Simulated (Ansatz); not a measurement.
# How many bands does the GW gap of SiO2 (Quartz) need?

Wanted: a G0W0 gap for SiO2 (Quartz) that is converged in bands and cutoff, or an estimate of the limit.

Program: Ansatz 0.2.0. Level of theory: G0W0 on PBE, plane waves, PAW. Results are calculated unless marked as measured.

## 1. The structure

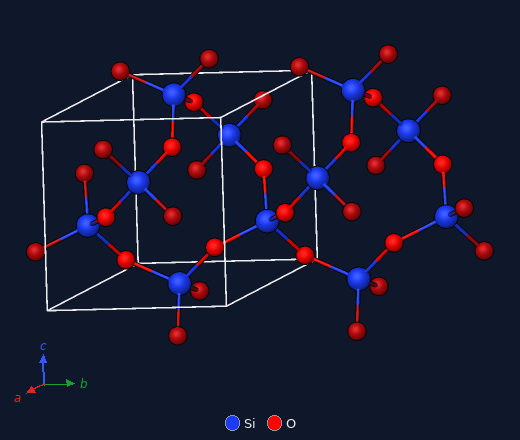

The cell as given, slightly off an axis (silicon blue, oxygen red). 1×2×1 cells are drawn. Some periodic images of atoms are drawn too.

The cell and positions come from the Crystallography Open Database and are kept as given unless a step says otherwise.

## 2. 296 empty bands, screening to 110 eV

Now the one-shot GW correction: screening in the RPA, then the self-energy of the levels asked for. This step takes hard PAW files.

Contents of input.yaml:

```yaml
crystal:
  lattice:
    - [4.9158, 0.0, 0.0]
    - [-2.4579, 4.2572076799, 0.0]
    - [0.0, 0.0, 5.4091]
  atoms:
    - { symbol: Si, position: [0.5303, 0.0, 0.3333333333] }
    - { symbol: Si, position: [0.0, 0.5303, 0.6666666667] }
    - { symbol: Si, position: [0.4697, 0.4697, 0.0] }
    - { symbol: O, position: [0.1462, 0.4142, 0.881] }
    - { symbol: O, position: [0.5858, 0.732, 0.2143333333] }
    - { symbol: O, position: [0.268, 0.8538, 0.5476666667] }
    - { symbol: O, position: [0.4142, 0.1462, 0.119] }
    - { symbol: O, position: [0.732, 0.5858, 0.7856666667] }
    - { symbol: O, position: [0.8538, 0.268, 0.4523333333] }
kpoints:
  mp_grid: { grid: [6, 6, 4] }
hamiltonian:
  xc: pbe
  pseudopotentials: { kind: paw, source: ansatz }
scf:
  occupations: { method: fixed }
gw:
  n_empty_bands: 296
  ecut_chi: 110.0
  qp_bands: [v3, c3]
  qp_kpoints: band_edges
  screening: { model: contour_deformation }
```

On the command line:

```bash
> ansatz run input.yaml --threads 4 --pin off --max-ram 138240MiB --backend cuda --events-out ev --progress --plain --runs-dir out --devices 1 --max-vram 26GiB
```

Numbers of over 12 decimals in the logs are rounded to 6 here.

Output:

```text
GPUs: using 1 of 1 available (devices: 1).
Engine: ansatz 0.2.0, x86_64-unknown-linux-gnu
Pseudopotentials: kind: paw
Pseudopotential: Si, paw, valence charge 4, recommended cutoff 460 eV (normal), Si.paw.azcp
Pseudopotential: O, paw, valence charge 6, recommended cutoff 930 eV (normal), O.paw.azcp
Functional definition: PBE
  parameter kappa = 0.804
  parameter beta = 0.066725
  exchange = pbe_x(kappa = kappa, mu = beta*pi^2/3)
  correlation = pbe_c(beta = beta)
device memory: the entry about to start is reckoned to put 3.2 GiB on a device that reports 31.7 GiB free (of which the cap on the GPU budget leaves the run 26.0 GiB)
GPU FFT provider: cuFFT
GPU libraries: cuBLAS 13.8.2, cuFFT 12.4.0, cuSOLVER 12.3.4
Crystal: 9 atoms, lattice volume = 113.199 Å³
Basis set: ecut = 930 eV, 7287 PW (Γ)
Bands: 33, of which v1, the nominal top of the filled ones, is band 24 counted from 1 (23 counted from 0)
Symmetry: 6 space group operations
Space group: P3121 (ITA 152), of the structure as read, at distance tolerance 4.8e-5 Å
k-points: 24 of 144 (time reversal used)
Non-local potential: Si, projectors of the file, l = 0: 2, l = 1: 3, l = 2: 1
Non-local potential: O, projectors of the file, l = 0: 2, l = 1: 2, l = 2: 1
PAW form: soft (Blöchl's): semilocal exchange-correlation on the pseudo side does not see the compensation charge
PAW one-centre angular grid: Si, 110 points (default); XC on 64 Gauss nodes
PAW one-centre angular grid: O, 110 points (default); XC on 64 Gauss nodes
Initial density: superposition of atomic densities (chi_scale 0.1, normalization cell, long waves kept (reshape's long-wave potential 0.01 eV rms))
Initial wavefunctions: pseudopotential atomic-orbital guess
GPU buffer pool allocated for 230400 grid points (all kernels)
GPU transforms: local potential and band sums: pruned to the plane-wave sphere, on 50×50×54
Functional: x = pbe(κ = 0.804, μ = 0.219515), c = pbe(β = 0.066725)
SCF iter   1: F=—  HF=-5327.212020 eV  |F-HF|=—  |Δ(HF+E_count)|=         —  Δρ=1.37e-1  dr2=1.86e1  ethr=3.10e-3  ⟨swp⟩=6.0  Hψ=3827  notcnv=0  defer=148
preconditioner: auto → Resta (q_TF=auto, 2.365 Å⁻¹)  ε∞=2.7  [insulator: Δε(μ)=7.430 eV  Ē_g=18.291 eV  n_scr=22 (ndim 8)  ℏωp=24.2 eV  f_vac=0.003  ε∞_Penn≈2.7]
SCF iter   2: F=—  HF=-5321.904060 eV  |F-HF|=—  |Δ(HF+E_count)|=    5.31e0  Δρ=4.58e-2  dr2=9.71e-1  ethr=3.10e-3  ⟨swp⟩=4.3  Hψ=2179  notcnv=0  defer=152
SCF iter   3: F=—  HF=-5321.851496 eV  |F-HF|=—  |Δ(HF+E_count)|=   5.26e-2  Δρ=2.25e-2  dr2=3.06e-1  ethr=2.02e-3  ⟨swp⟩=1.9  Hψ=1024  notcnv=0  defer=158
SCF iter   4: F=—  HF=-5321.868662 eV  |F-HF|=—  |Δ(HF+E_count)|=   1.72e-2  Δρ=1.60e-3  dr2=2.67e-3  ethr=6.38e-4  ⟨swp⟩=3.0  Hψ=1277  notcnv=0  defer=163
SCF iter   5: F=—  HF=-5321.873280 eV  |F-HF|=—  |Δ(HF+E_count)|=   4.62e-3  Δρ=4.24e-4  dr2=9.72e-5  ethr=5.55e-6  ⟨swp⟩=3.1  Hψ=1210  notcnv=0  defer=166
SCF iter   6: F=—  HF=-5321.873497 eV  |F-HF|=—  |Δ(HF+E_count)|=   2.16e-4  Δρ=6.38e-5  dr2=3.18e-6  ethr=2.02e-7  ⟨swp⟩=2.0  Hψ=1386  notcnv=0  defer=166
SCF iter   7: F=-5321.873508 eV  HF=-5321.873508 eV  |F-HF|=2.57e-7  |Δ(HF+E_count)|=   1.13e-5  Δρ=9.06e-6  dr2=7.93e-8  ethr=2.08e-10  ⟨swp⟩=15.6  Hψ=5422  notcnv=0
SCF 1 converged in 7 iterations: F = -5321.873508 eV  dr2 = 7.93e-8
  greatest PAW one-centre occupation: 0.514 electrons in one spin orbital (limit 2), on the O atom at site 8 (counted from 0), in its partial waves of l = 0
device memory: the entry about to start is reckoned to put 3.0 GiB (of the 3.5 GiB reckoned in all, the device holds 0.4 GiB already) on a device that reports 31.2 GiB free (of which the cap on the GPU budget leaves the run 25.6 GiB)
NSCF: frozen V_eff on 24 k-points, pencils in batches of 32, up to order 132
the band table was solved once the SCF had ended and its energy, with any forces and stress, was formed, with the checks that follow a solve (3940 applications of the Hamiltonian). They found nothing against the state; the energy, forces and stress were not computed again (output.eigenvalues in the input reference)
device memory: the entry about to start is reckoned to put 8.5 GiB on a device that reports 31.7 GiB free (of which the cap on the GPU budget leaves the run 26.0 GiB)
NSCF: frozen V_eff on 24 k-points
G₀W₀ screening: q 1/24
[... further progress lines ...]
SCF converged after 7 iterations
Free energy (F): -5321.873508 eV
Harris-Foulkes:  -5321.873508 eV  (|F-HF|=2.57e-7)
Internal energy: -5321.873508 eV  (E = F + TS)
E sigma→0 (E₀):  -5321.873508 eV
Fermi energy:    2.524734 eV
--- Per-component energies (eV) ---
  E_band       = -206.282836
  E_kinetic    = 1615.239400
  E_local      = -3582.180627  (includes V_loc(G=0)·N_el)
  E_nonlocal   = 579.903742
  E_hartree    = 1069.312428
  E_xc         = -719.744271
  E_vxc        = -833.036365  (∫ρ·V_xc dr)
  E_paw        = -2395.429277  (= ΣΔE_a)
  E_vpaw       = -124.829112  (= ΣTr[D̂ρ^β])
  E_aug_tail   = -0.000001  (compensation charges beyond the density's cutoff)
  E_ewald      = -1888.974903
  E_smearing   = -0.000000  (= −TS)
  E_closure    = -0.000000  (closes the sum)
  Σ components = -5321.873508   (vs F -5321.873508, Δ=0.00e0)
--- Band table (eV; the first three rows and the last of 24) ---
  k-point 0: bands = [... 20 lower, 1.5248, 1.8372, 2.2113, 2.2113, 8.5268, 11.8413, 11.8413, 12.2985, ... 5 higher]
  k-point 1: bands = [... 20 lower, 1.4550, 1.9896, 2.3005, 2.4297, 9.1249, 11.6695, 11.7835, 11.7996, ... 5 higher]
  k-point 2: bands = [... 20 lower, 1.3241, 2.3098, 2.3098, 2.4340, 10.4773, 10.4773, 11.5877, 12.2723, ... 5 higher]
  k-point 23: bands = [... 20 lower, 1.5875, 1.7611, 1.9400, 1.9400, 11.5414, 12.3305, 12.3305, 12.6287, ... 5 higher]
--- G₀W₀: contour deformation, 5 samples at zero and on the imaginary axis and 2 off it, 144 q-points, 296 empty bands' worth ---
  eigenvalues of the whole cell's RPA ε∞ on this k-mesh (on a slab, of 1 + 4πα/V) = 2.3424, 2.3424, 2.3716; static W/v taken at q = 0 is 0.424722
  bands read: the sum over 320 bands ends inside a degenerate multiplet in 1 slot, whose members it reads at an even weight; the widest, k=23: bands 320 to 321 (counted from 1) at 1/2 each
  gw.qp_kpoints: band_edges: 23 of 24 stored k-points solved, in 1 pass; an edge of the gap read off the rows below is read off those points alone
    valence top: of the k-points left out ik 23 came nearest to being solved in a further pass, in band 24 (counted from 1, as in the quasiparticle table): it holds the edge there only if its correction is more favourable than any solved in that band by at least 0.585 eV; those differ by 0.062 eV
    conduction bottom: of the k-points left out ik 23 came nearest to being solved in a further pass, in band 25 (counted from 1, as in the quasiparticle table): it holds the edge there only if its correction is more favourable than any solved in that band by at least 3.015 eV; those differ by 0.736 eV
    ik  band        ε_KS         Σx   Σc(E_QP)       V_xc       Z   E_QP_lin       E_QP  E_QP is
     0    22      1.8372   -26.3907     4.3154   -20.3009  0.8076     0.0362     0.0628  root
     0    23      2.2113   -26.2805     4.2356   -20.3156  0.8092     0.4576     0.4820  root
     0    24      2.2113   -26.2805     4.2356   -20.3156  0.8092     0.4576     0.4820  root
     0    25      8.5268    -7.8320    -3.4047   -12.4122  0.8680     9.7090     9.7023  root
     0    26     11.8413    -6.5239    -3.8802   -11.8962  0.8591    13.3467    13.3334  root
     0    27     11.8413    -6.5239    -3.8802   -11.8962  0.8591    13.3467    13.3334  root
     1    22      1.9896   -26.4987     4.3052   -20.4414  0.8080     0.2121     0.2376  root
     1    23      2.3005   -26.5689     4.2774   -20.5729  0.8086     0.5579     0.5819  root
     1    24      2.4297   -26.7468     4.2615   -20.8014  0.8093     0.7232     0.7458  root
     1    25      9.1249    -8.2626    -3.4050   -12.9276  0.8644    10.3929    10.3849  root
     1    26     11.6695    -6.6783    -3.9319   -12.1185  0.8601    13.1912    13.1777  root
     1    27     11.7835    -8.0010    -3.7962   -13.3941  0.8534    13.3962    13.3804  root
     2    22      2.3098   -26.7714     4.2900   -20.7796  0.8087     0.5846     0.6080  root
     2    23      2.3098   -26.7714     4.2900   -20.7796  0.8087     0.5846     0.6080  root
     2    24      2.4340   -26.7586     4.2730   -20.7905  0.8089     0.7159     0.7389  root
     2    25     10.4773    -8.6895    -3.5110   -13.6356  0.8574    11.9238    11.9124  root
     2    26     10.4773    -8.6895    -3.5110   -13.6356  0.8574    11.9238    11.9124  root
     2    27     11.5877    -4.4823    -3.8282    -9.4959  0.8691    12.7810    12.7730  root
     3    22      1.7399   -26.2439     4.3124   -20.1406  0.8076    -0.0782    -0.0509  root
     3    23      2.2642   -26.4853     4.2613   -20.5077  0.8089     0.5239     0.5479  root
     3    24      2.3003   -26.4721     4.2491   -20.5112  0.8092     0.5648     0.5885  root
     3    25      8.9509    -8.1439    -3.4052   -12.7855  0.8654    10.1949    10.1873  root
     3    26     11.8191    -6.7917    -3.9257   -12.2558  0.8586    13.3717    13.3575  root
     3    27     11.8805    -6.7022    -3.9514   -12.1925  0.8585    13.4337    13.4194  root
[...]
21    26     11.4628    -8.5114    -3.7477   -13.8360  0.8536    13.0547    13.0396  root
    21    27     11.9432    -8.6003    -3.6898   -13.9035  0.8513    13.5726    13.5564  root
    22    22      1.9740   -26.4269     4.2893   -20.3940  0.8082     0.2052     0.2304  root
    22    23      2.0148   -26.5469     4.3008   -20.5153  0.8079     0.2593     0.2841  root
    22    24      2.3260   -26.5781     4.2568   -20.6160  0.8092     0.5974     0.6209  root
    22    25     11.4644    -9.8664    -4.0370   -15.7548  0.8486    13.3373    13.3158  root
    22    26     11.7759    -7.2499    -3.6562   -12.3038  0.8581    13.1854    13.1736  root
    22    27     12.1295    -8.4671    -3.7462   -13.8335  0.8513    13.7663    13.7497  root
```

Wall time 1.7 min (1 × NVIDIA H100 80GB HBM3 (shared by 3 runs) with 4 threads of AMD EPYC 7R13 (Zen 3), shared host); peak memory 2.6 GiB.

In the SCF lines HF is the Harris–Foulkes energy and dr2 the Hartree energy of the density residual, in eV; the loop may stop once dr2 is under the threshold and the program's other checks hold. Hψ counts applications of the Hamiltonian.

Numbers from this step:

```
bands summed                                 : 320
RPA ε∞ on this mesh (eigenvalues)            : 2.342, 2.342, 2.372
plane waves in the screening matrix          : 303
q-points in the mesh                         : 144
G0W0 gap on the mesh                         : 8.845 eV
k of the valence top                         : 0.3333, 0.3333, 0
k of the conduction bottom                   : 0, 0, 0
starting gap on the mesh                     : 6.002 eV
Z at the valence top                         : 0.8095
Z at the conduction bottom                   : 0.8680
least direct G0W0 gap on the computed points : 9.220 eV
```

The gap on the mesh goes from 6.00 eV to 8.85 eV, a correction of +2.84 eV. Between the two edge states, bare exchange in place of the xc potential would open the gap by 10.50 eV, and correlation takes back 7.66 eV.

## 3. 673 empty bands, screening to 190 eV

Another rung: the empty bands reach about as high as the screening cutoff, so the two stay in balance.

input.yaml, as its differences from that of step 2:

```diff
@@ -23,4 +23,4 @@
 gw:
-  n_empty_bands: 296
-  ecut_chi: 110.0
+  n_empty_bands: 673
+  ecut_chi: 190.0
   qp_bands: [v3, c3]
```

Output:

```text
GPUs: using 1 of 1 available (devices: 1).
[...]
GPU FFT provider: cuFFT
GPU libraries: cuBLAS 13.8.2, cuFFT 12.4.0, cuSOLVER 12.3.4
Crystal: 9 atoms, lattice volume = 113.199 Å³
Basis set: ecut = 930 eV, 7287 PW (Γ)
Bands: 33, of which v1, the nominal top of the filled ones, is band 24 counted from 1 (23 counted from 0)
[... 1 set-up line as in the run before ...]
[...]
k-points: 24 of 144 (time reversal used)
[...]
GPU buffer pool allocated for 230400 grid points (all kernels)
[...]
SCF iter   1: F=—  HF=-5327.212020 eV  |F-HF|=—  |Δ(HF+E_count)|=         —  Δρ=1.37e-1  dr2=1.86e1  ethr=3.10e-3  ⟨swp⟩=6.0  Hψ=3827  notcnv=0  defer=148
[...]
SCF iter   7: F=-5321.873508 eV  HF=-5321.873508 eV  |F-HF|=2.57e-7  |Δ(HF+E_count)|=   1.13e-5  Δρ=9.06e-6  dr2=7.93e-8  ethr=2.08e-10  ⟨swp⟩=15.6  Hψ=5422  notcnv=0
SCF 1 converged in 7 iterations: F = -5321.873508 eV  dr2 = 7.93e-8
[...]
NSCF: frozen V_eff on 24 k-points, pencils in batches of 32, up to order 132
[...]
NSCF: frozen V_eff on 24 k-points
G₀W₀ screening: q 1/24
[... further progress lines ...]
SCF converged after 7 iterations
Free energy (F): -5321.873508 eV
[...]
Internal energy: -5321.873508 eV  (E = F + TS)
E sigma→0 (E₀):  -5321.873508 eV
Fermi energy:    2.524734 eV
[...]
--- Band table (eV; the first three rows and the last of 24) ---
  k-point 0: bands = [... 20 lower, 1.5248, 1.8372, 2.2113, 2.2113, 8.5268, 11.8413, 11.8413, 12.2985, ... 5 higher]
  k-point 1: bands = [... 20 lower, 1.4550, 1.9896, 2.3005, 2.4297, 9.1249, 11.6695, 11.7835, 11.7996, ... 5 higher]
  k-point 2: bands = [... 20 lower, 1.3241, 2.3098, 2.3098, 2.4340, 10.4773, 10.4773, 11.5877, 12.2723, ... 5 higher]
  k-point 23: bands = [... 20 lower, 1.5875, 1.7611, 1.9400, 1.9400, 11.5414, 12.3305, 12.3305, 12.6287, ... 5 higher]
[...]
0    22      1.8372   -26.3907     4.0163   -20.3009  0.8037    -0.2734    -0.2363  root
     0    23      2.2113   -26.2805     3.9276   -20.3156  0.8053     0.1394     0.1740  root
     0    24      2.2113   -26.2805     3.9276   -20.3156  0.8053     0.1394     0.1740  root
     0    25      8.5268    -7.8320    -3.4749   -12.4122  0.8661     9.6379     9.6321  root
     0    26     11.8413    -6.5239    -3.9992   -11.8962  0.8586    13.2254    13.2144  root
     0    27     11.8413    -6.5239    -3.9992   -11.8962  0.8586    13.2254    13.2144  root
     1    22      1.9896   -26.4987     4.0013   -20.4414  0.8041    -0.1022    -0.0662  root
     1    23      2.3005   -26.5689     3.9653   -20.5729  0.8046     0.2355     0.2698  root
[...]
22    24      2.3260   -26.5781     3.9421   -20.6160  0.8051     0.2726     0.3062  root
    22    25     11.4644    -9.8664    -4.1888   -15.7548  0.8466    13.1817    13.1640  root
    22    26     11.7759    -7.2499    -3.7870   -12.3038  0.8567    13.0522    13.0428  root
    22    27     12.1295    -8.4671    -3.8988   -13.8335  0.8497    13.6104    13.5972  root
```

Run time: 4.8 min. Hardware: 1 × NVIDIA H100 80GB HBM3 (shared by 3 runs) with 4 threads; peak memory 5.1 GiB; 8.6 min of CPU time.

This step gave:

```yaml
bands_summed: 697
rpa_eps_infinity_on_this_mesh_eigenvalues: 2.330, 2.330, 2.361
plane_waves_in_the_screening_matrix: 673
q_points_in_the_mesh: 144
g0w0_gap_on_the_mesh: 9.098 eV
k_of_the_valence_top: 0.3333, 0.3333, 0
k_of_the_conduction_bottom: 0, 0, 0
starting_gap_on_the_mesh: 6.002 eV
z_at_the_valence_top: 0.8054
z_at_the_conduction_bottom: 0.8661
least_direct_g0w0_gap_on_the_computed_points: 9.458 eV
```

Against the run with 6×6×4 mesh, 296 empty bands, screening to 110 eV, hard PAW files, the gap moves by +0.25 eV.

## 4. 1140 empty bands, screening to 270 eV

input.yaml, as its differences from that of step 3:

```diff
@@ -23,4 +23,4 @@
 gw:
-  n_empty_bands: 673
-  ecut_chi: 190.0
+  n_empty_bands: 1140
+  ecut_chi: 270.0
   qp_bands: [v3, c3]
```

Output:

```text
GPUs: using 1 of 1 available (devices: 1).
[...]
GPU FFT provider: cuFFT
GPU libraries: cuBLAS 13.8.2, cuFFT 12.4.0, cuSOLVER 12.3.4
Crystal: 9 atoms, lattice volume = 113.199 Å³
Basis set: ecut = 930 eV, 7287 PW (Γ)
Bands: 33, of which v1, the nominal top of the filled ones, is band 24 counted from 1 (23 counted from 0)
[... 1 set-up line as in the run before ...]
[...]
k-points: 24 of 144 (time reversal used)
[...]
1    23      2.3005   -26.5689     3.7873   -20.5729  0.8028     0.0506     0.0918  root
[...]
22    24      2.3260   -26.5781     3.7622   -20.6160  0.8034     0.0858     0.1262  root
    22    25     11.4644    -9.8664    -4.2881   -15.7548  0.8460    13.0802    13.0647  root
    22    26     11.7759    -7.2499    -3.8704   -12.3038  0.8561    12.9675    12.9594  root
    22    27     12.1295    -8.4671    -3.9941   -13.8335  0.8491    13.5132    13.5018  root
[key lines of the parts left out:]
SCF converged after 7 iterations
Free energy (F): -5321.873508 eV
Fermi energy:    2.524734 eV
```

It took 7.9 min on 1 × NVIDIA H100 80GB HBM3 (shared by 3 runs) with 4 threads; peak memory 9.7 GiB.

This step gave:

```yaml
bands_summed: 1164
rpa_eps_infinity_on_this_mesh_eigenvalues: 2.327, 2.327, 2.357
plane_waves_in_the_screening_matrix: 1143
g0w0_gap_on_the_mesh: 9.211 eV
k_of_the_valence_top: 0.3333, 0.3333, 0
k_of_the_conduction_bottom: 0, 0, 0
starting_gap_on_the_mesh: 6.002 eV
least_direct_g0w0_gap_on_the_computed_points: 9.561 eV
```

Against the run with 6×6×4 mesh, 673 empty bands, screening to 190 eV, hard PAW files, the gap moves by +0.11 eV.

## 5. Side by side

Times are wall times on 1 × NVIDIA H100 80GB HBM3 (shared by 3 runs) with 4 threads of AMD EPYC 7R13 (Zen 3), shared host, good to a factor of about two.

```tsv
mesh	files	frequency	bands summed	cutoff (eV)	start (eV)	G0W0 (eV)	time	host memory (GiB)
6×6×4	hard PAW	contour deformation	320	110	6.002	8.845	1.7 min	2.6
6×6×4	hard PAW	contour deformation	697	190	6.002	9.098	4.8 min	5.1
6×6×4	hard PAW	contour deformation	1164	270	6.002	9.211	7.9 min	9.7
```

The parts of the quasiparticle energy at the two band edges (eV; QP = start + Σx + Σc − Vxc):

```tsv
run	edge	start	Σx	Σc	Vxc	Z	QP
320 bands	valence top	2.52	-26.84	4.25	-20.92	0.81	0.86
320 bands	conduction bottom	8.53	-7.83	-3.40	-12.41	0.87	9.70
697 bands	valence top	2.52	-26.84	3.93	-20.92	0.81	0.53
697 bands	conduction bottom	8.53	-7.83	-3.47	-12.41	0.87	9.63
1164 bands	valence top	2.52	-26.84	3.75	-20.92	0.80	0.35
1164 bands	conduction bottom	8.53	-7.83	-3.55	-12.41	0.87	9.56
```

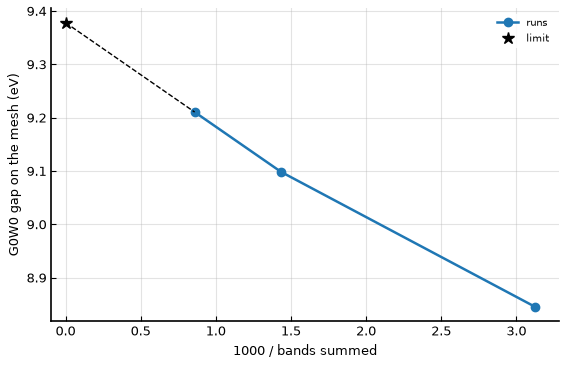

The gap against one over the number of bands; the dashed line carries the two highest rungs to the limit.

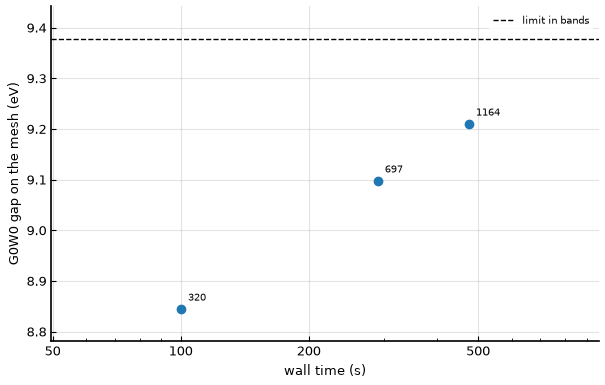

Result against wall time.

## 6. Outcome

```
320 bands, 110 eV                   : 8.845 eV
697 bands, 190 eV                   : 9.098 eV
1164 bands, 270 eV                  : 9.211 eV
estimated limit in bands and cutoff : 9.38 eV
mesh and start                      : 6×6×4, PBE
```

A line in one over the bands through the two highest rungs gives 9.38 eV, +0.17 eV from the top rung; the pair below gives 9.31 eV, so the estimate is still climbing. The rungs stand 0.53 eV (320 bands), 0.28 eV (697 bands) and 0.17 eV (1164 bands) from it. From 320 to 1164 bands the gap moves by +0.37 eV while the time grows 4.8-fold. Σc changes by −0.51 eV at the valence top and −0.14 eV at the conduction bottom, so the valence edge carries most of the change. Gaps are over the mesh's points; an edge off the mesh would be missed.

[Paths, hosts, dates, memory and timing lines, banners, echoed tables and standing remarks are left out of the program output.]

[Logs are printed without paths, hosts, clocks, repeated set-up lines and the standing remarks that a program may print on its own settings, such as how far it seeks lower states.]

[Runs of the session that timed out or met a known fault of the program may be left out.]

[Cells called generated may have been cut or substituted from an entry of the Crystallography Open Database or the Materials Project.]

[Hosts, paths, dates, database ids (printed as entryN), source tags and the programs' standing remarks are cut or masked in the printed files.]
